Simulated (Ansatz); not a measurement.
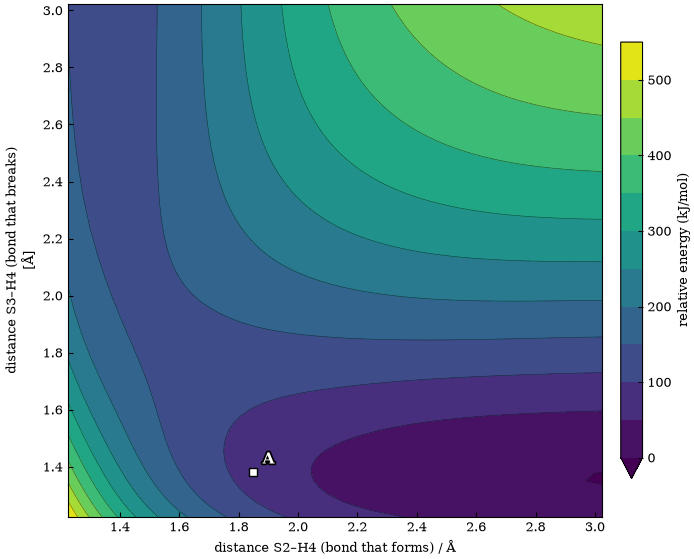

The reacting system F₂H₂S₂Si (fragments F₂H₂S₂Si where the first distance is long, F₂SSi + H₂S where the second is long). Coordinates scanned: (1) distance S2–H4 (bond that forms); (2) distance S3–H4 (bond that breaks). Relaxed at each point: all other coordinates. The grid has 8 × 8 points. Points are written as (first, second). Energies are in kJ/mol, from the lowest grid point. The reference is spin-restricted, so regions where a bond is pulled apart into radicals lie too high. Computed with RKS PBE0-D4/def2-SVP (Ansatz 0.2.0).

Drawn: filled contours, the point A. Between grid points the surface is interpolated.

### Which way does the force act at A, and how strong is it?

A, at (1.848 Å, 1.382 Å), is not a stationary point. The computed force is 200 kJ/mol for each Å towards larger values of the first coordinate and 38 kJ/mol for each Å towards larger values of the second coordinate.
